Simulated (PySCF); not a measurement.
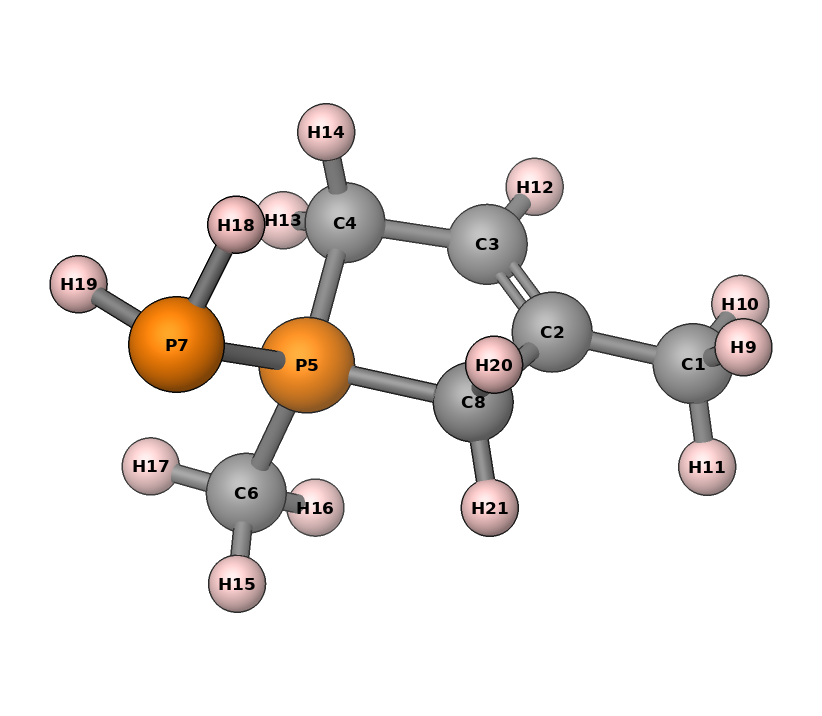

Atoms fade into the background with distance from the viewer. Charge +1, singlet. The computed structure is the end point of a PBE0-D3(BJ)/def2-SVP optimisation. No frequency run is at hand to confirm it as a minimum.

> Find the stereocentres and stereogenic double bonds.

Centres: P5.

> What are the Cahn–Ingold–Prelog descriptors?

P5: S (priorities P7 > C8 > C4 > C6).
